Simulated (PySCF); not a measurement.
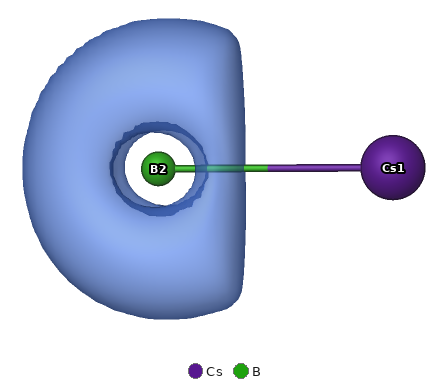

Figure 1: CsB (triplet). Isosurface of the electron localisation function at 0.8 (blue), seen from one side. Core shells and regions of very low density are left out.

Core potentials replace the inner electrons of Cs.

Level of theory: PBE0/def2-SVP, non-relativistic Hamiltonian with scalar-relativistic core potentials where named, at a bond length of 3.184 Å (PySCF).

```yaml
atoms:
  - { symbol: Cs, position_ang: [0.0000, 0.0000, -0.2436] }
  - { symbol: B, position_ang: [0.0000, 0.0000, 2.9404] }
```

Where are the electrons localised?

Answer. The surface consists of one region wrapped around B (its valence shell). Profiles from the grid: Cs–B (3.18 Å): the ELF peaks at about 0.95 in the valence shell of B, 0.9 Å from its nucleus, and drops to about 0.15 between the two atoms.
